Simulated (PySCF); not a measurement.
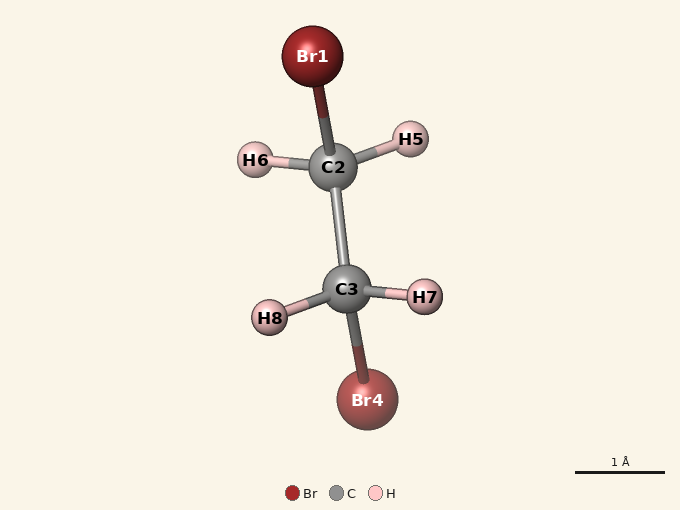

Orthographic view. Distant atoms are faded towards the background colour. The computed structure is the end point of a PBE0-D3(BJ)/def2-TZVP optimisation. No frequency run is at hand to confirm it as a minimum.

Give the geometry as a Z-matrix, atoms in numerical order, with these reference atoms: 2 to 1; 3 to 2, 1; 4 to 3, 2, 1; 5 to 2, 3, 4; 6 to 2, 5, 3; 7 to 3, 2, 5; 8 to 3, 7, 2.

```
Br 
C    1   1.948
C    2   1.500   1   109.0
Br   3   1.948   2   108.8   1   180.0
H    2   1.087   3   112.2   4   -62.2
H    2   1.087   5   110.1   3  -125.6
H    3   1.087   2   112.2   5    55.5
H    3   1.087   7   110.0   2  -125.7
```
